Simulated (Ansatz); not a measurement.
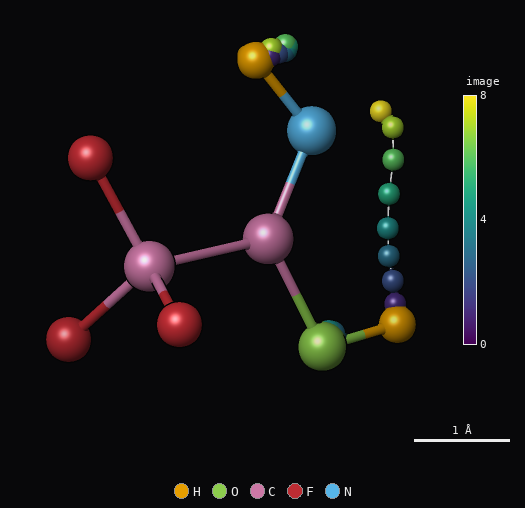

A nudged-elastic-band calculation for C2H2F3NO. Images are numbered from 0 (start) to 8 (end). The start is drawn whole; smaller spheres mark the moving atoms (H, O) in the later images, joined by lines and coloured by the number of the image. A ball-and-stick model, seen at a tilt.

Method: RKS PBE0/def2-SVP (Ansatz 0.2.0). Settings: 7 movable images; climbing image; force threshold 0.05 eV/Å; iteration limit 45; starting path through a guess of the saddle point.

Describe the path and its energy.

Answer. A hydrogen atom shifts from one atom to another. Breaking: H–O (0.97 → 2.54 Å). Forming: H–N (2.31 → 1.01 Å). Forward barrier 1.44 eV, backward barrier 2.07 eV, with image 4 at the top; the reaction energy is −0.63 eV. The band converged in 8 iterations. The largest component of the band force went from 2 to 0.038 eV/Å. The climbing image converged on the top of the path. Its vibrational analysis gives one imaginary mode (1922i cm⁻¹), as a transition state must have.

The run took 3.1 min on 2 threads of Intel(R) Xeon(R) Platinum 8259CL CPU @ 2.50GHz (Skylake/Cascade Lake) (shared host), peak memory 0.27 GiB.
